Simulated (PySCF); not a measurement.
```csv
atom,x (Å),y (Å),z (Å)
Sb,0.0000,0.0000,-0.9530
Br,0.0000,0.0000,1.4600
```

Core potentials replace the inner electrons of Sb.

The calculation used PBE0/def2-SVP, non-relativistic Hamiltonian with scalar-relativistic core potentials where named, at a bond length of 2.413 Å (PySCF).

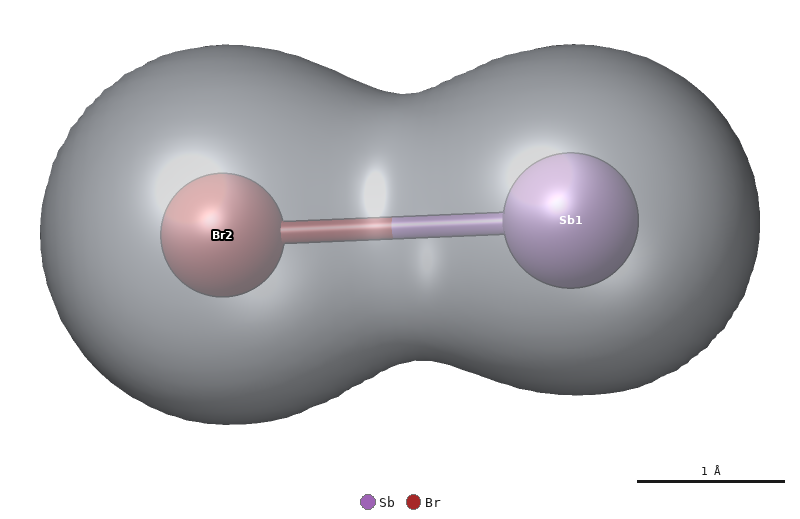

SbBr (charge +1, doublet). Isosurface of the electron density at 0.2 e/Å³ (grey), seen from one side.

> Which contacts does the surface bridge?

At this value the surface is in one piece. It bridges the sampled Sb–Br (2.41 Å) contact, where the density stays above the isovalue. On the grid the lowest density along these lines, outside the cores, is 0.59 e/Å³ (Sb–Br, 2.41 Å).
